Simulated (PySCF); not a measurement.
**NMR shielding calculation of C$_{6}$H$_{17}$BO**

C$_{6}$H$_{17}$BO, SMILES [BH3-][O+](C)CC(C)(C)C, computed with GIAO PBE0/pcSseg-1 NMR shielding, non-relativistic, gas phase (PySCF 2.14.0).

The geometry comes from this level: GFN2-xTB. Figures and captions count atoms from 1; the log counts them from 0 in places.

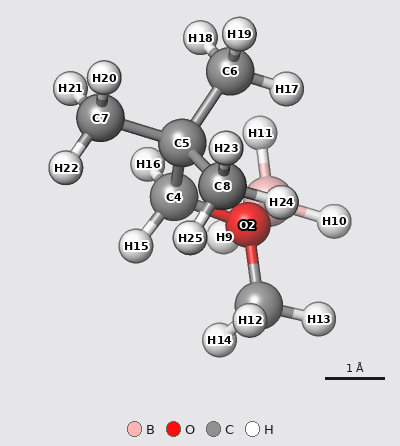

Figure 1. The structure as given in the input (ball-and-stick view, seen at an oblique angle; atoms are numbered from 1 in the order of the input).

Summary

| quantity | value |
| --- | --- |
| outcome | converged |
| total energy | −338.453307 hartree |
| HOMO | −7.80 eV |
| LUMO | 0.96 eV |
| dipole moment | 4.84 D |
| isotropic shielding, B | 97.2 ppm |
| isotropic shielding, O | 323.5 ppm |
| isotropic shielding, C | 94.3 to 159.2 ppm |
| isotropic shielding, H | 27.7 to 31.1 ppm |
| hardware | 1 CPU thread, shared host |
| wall time | 39 s |
| peak memory | 1.1 GiB |

Input
```
{"job": {"kind": "nmr", "xc": "PBE0", "basis": "pcSseg-1"}, "charge": 0, "multiplicity": 1}
B      2.188689    -1.525252    -0.229765
O      1.237577    -0.191782    -0.482214
C      2.011108     0.876356    -0.992670
C      0.435130     0.169449     0.647927
C     -1.069050     0.159481     0.309822
C     -1.488243    -1.255059    -0.091066
C     -1.838677     0.593674     1.559776
C     -1.366833     1.124242    -0.840634
H      3.002200    -1.202776     0.580966
H      2.645671    -1.756412    -1.300473
H      1.438927    -2.359975     0.151427
H      1.371885     1.729034    -1.231821
H      2.493693     0.514515    -1.898637
H      2.786711     1.180498    -0.281881
H      0.731137     1.159025     1.012105
H      0.632296    -0.557863     1.437662
H     -0.883875    -1.605622    -0.923004
H     -1.353600    -1.942562     0.740191
H     -2.535007    -1.270302    -0.385853
H     -2.908231     0.557332     1.369063
H     -1.617948    -0.066584     2.395269
H     -1.576537     1.610266     1.846021
H     -2.434433     1.137475    -1.047815
H     -0.853334     0.808401    -1.745739
H     -1.060191     2.138586    -0.589522
```

The first line tells a small driver script what to run in PySCF; the rest is the geometry in Å.

Launched with:
```bash
OMP_NUM_THREADS=1 python <driver script> task.json out
```

Log
```
coarse grid: 19232 points
cycle   1  E = -338.3196722027  dE =  5.932e-01  |g| = 5.093e-01  |ddm| = 4.012e+00
cycle   2  E = -338.3186704966  dE =  1.002e-03  |g| = 5.406e-01  |ddm| = 9.626e-01
cycle   3  E = -338.3887422563  dE = -7.007e-02  |g| = 8.498e-02  |ddm| = 5.007e-01
cycle   4  E = -338.3899031451  dE = -1.161e-03  |g| = 3.537e-02  |ddm| = 7.602e-02
cycle   5  E = -338.3901250635  dE = -2.219e-04  |g| = 7.226e-03  |ddm| = 2.626e-02
cycle   6  E = -338.3901359437  dE = -1.088e-05  |g| = 2.295e-03  |ddm| = 8.295e-03
cycle   7  E = -338.3901372047  dE = -1.261e-06  |g| = 4.269e-04  |ddm| = 2.349e-03
final grid: 180992 points
cycle   8  E = -338.4532610336  dE = -9.918e-05  |g| = 1.466e-02  |ddm| = 5.447e-02
cycle   9  E = -338.4532321866  dE =  2.885e-05  |g| = 1.966e-02  |ddm| = 2.270e-02
cycle  10  E = -338.4533058013  dE = -7.361e-05  |g| = 2.214e-03  |ddm| = 1.280e-02
cycle  11  E = -338.4533068575  dE = -1.056e-06  |g| = 2.977e-04  |ddm| = 2.093e-03
cycle  12  E = -338.4533068741  dE = -1.656e-08  |g| = 1.245e-04  |ddm| = 4.289e-04
cycle  13  E = -338.4533068779  dE = -3.812e-09  |g| = 2.735e-05  |ddm| = 1.354e-04
cycle  14  E = -338.4533068780  dE = -1.563e-10  |g| = 6.860e-06  |ddm| = 2.484e-05
```

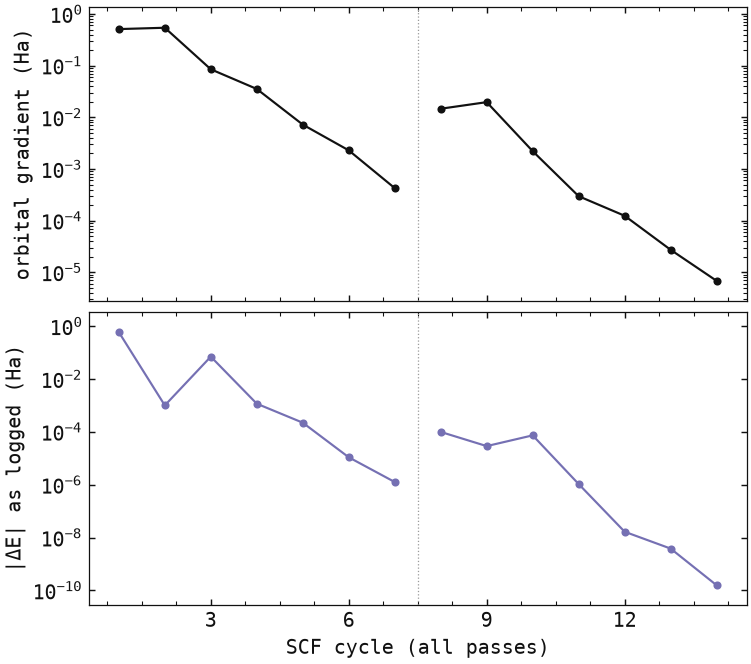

Figure 2. Convergence of the self-consistent field: orbital gradient and size of the energy change against the SCF cycle. The dotted line marks the change from a coarse to the final integration grid. The first 7 cycles use a coarse grid, the final grid takes over at cycle 8, and the field converges after 14 cycles in all.

```
converged SCF energy = -338.4533068780

GIAO shielding tensors (ppm)
atom      isotropic    diamagn.    paramagn.     s11        s22        s33       span
  0 B       97.180     189.570     -92.389     62.143     76.407    152.991     90.848
  1 O      323.545     399.929     -76.383    281.849    317.897    370.890     89.042
  2 C      116.943     245.425    -128.482     77.822     90.345    182.661    104.840
  3 C       94.282     249.844    -155.562     62.036     73.177    147.634     85.597
  4 C      150.574     246.123     -95.549    144.095    148.006    159.620     15.525
  5 C      158.874     248.817     -89.944    140.353    152.263    184.004     43.651
  6 C      159.198     248.198     -89.000    142.354    145.953    189.286     46.932
  7 C      159.010     249.910     -90.900    140.276    151.970    184.784     44.508
  8 H       28.417      31.153      -2.737     24.148     26.640     34.462     10.314
  9 H       28.572      31.361      -2.789     25.134     26.110     34.474      9.340
 10 H       28.592      32.116      -3.524     25.180     25.482     35.114      9.934
 11 H       28.278      31.225      -2.947     23.075     27.553     34.207     11.132
 12 H       27.730      29.266      -1.536     23.941     25.198     34.051     10.110
 13 H       28.072      29.393      -1.321     24.846     25.626     33.743      8.898
 14 H       28.710      34.880      -6.169     24.279     29.906     31.946      7.667
 15 H       27.695      34.018      -6.323     23.355     29.278     30.452      7.096
 16 H       29.867      32.451      -2.584     25.346     29.439     34.816      9.470
 17 H       30.777      32.179      -1.403     27.315     27.837     37.178      9.863
 18 H       30.916      31.992      -1.076     26.995     28.708     37.043     10.048
 19 H       30.724      30.855      -0.131     26.981     28.137     37.054     10.073
 20 H       30.929      31.155      -0.225     26.792     28.477     37.519     10.727
 21 H       31.060      31.288      -0.228     26.935     28.622     37.624     10.688
 22 H       30.751      32.021      -1.270     26.922     28.445     36.886      9.965
 23 H       30.251      32.993      -2.742     26.290     29.469     34.993      8.703
 24 H       31.010      32.612      -1.603     27.366     28.509     37.154      9.788
```

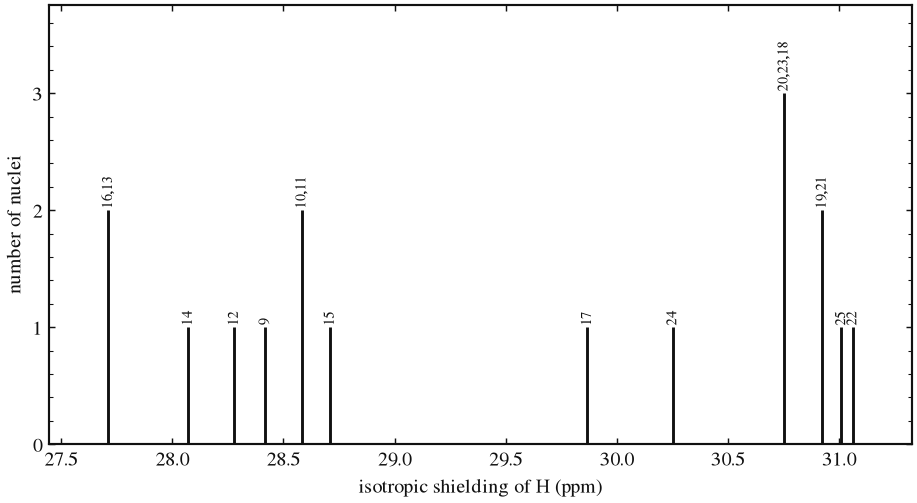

Figure 3. Isotropic shieldings of the hydrogen nuclei in this fixed geometry, labelled by atom number; shielding grows to the right, so chemical shift grows to the left. The least shielded is H16 (27.7 ppm), the most shielded H22 (31.1 ppm).

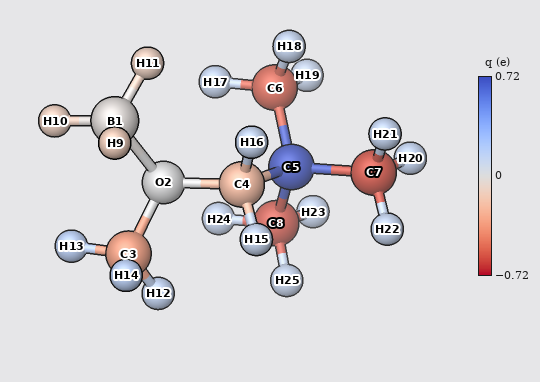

Figure 4. ESP-fitted charges, as the colour of each atom (ball-and-stick view, seen at a tilt; atoms are numbered from 1 in the order of the input). By element: B −0.02, O 0.00, C −0.58 to +0.68 and H −0.12 to +0.18 e.
